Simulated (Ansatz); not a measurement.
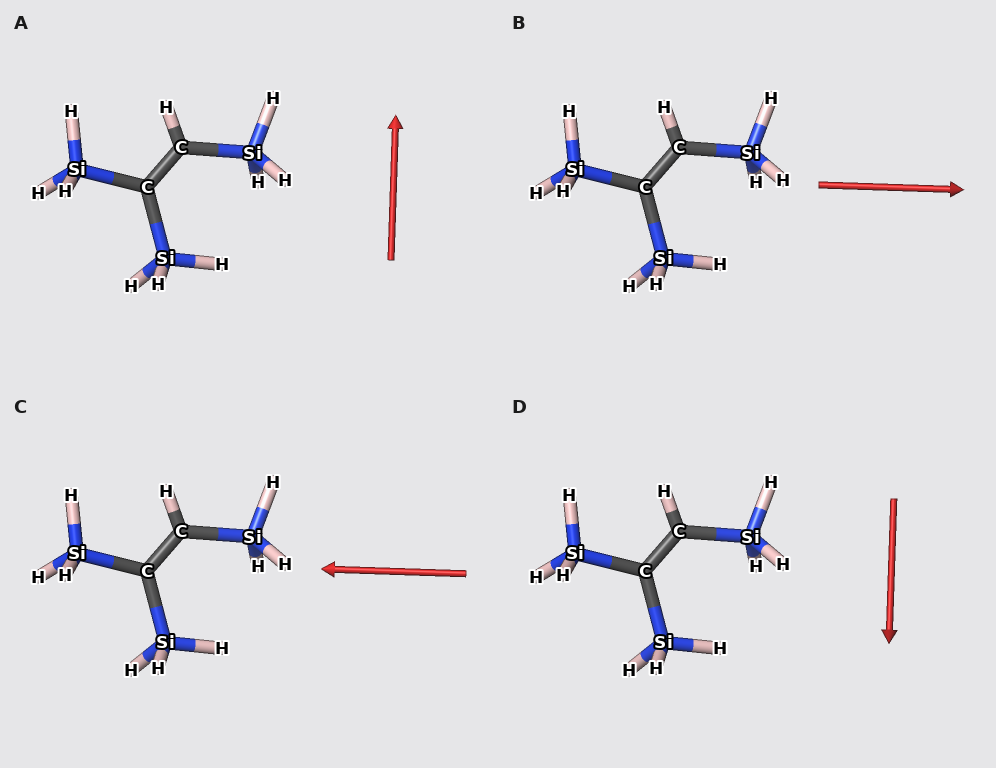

The same molecule four times, each with an arrow. The computed structure is the end point of a PBE0-D4/def2-TZVP optimisation. No frequency run is at hand to confirm it as a minimum. Properties computed with RKS ωB97M-V/def2-TZVPP (Ansatz 0.2.0).

### Which arrow points along the dipole moment, from the negative to the positive end?

A. The dipole moment is 0.36 D.
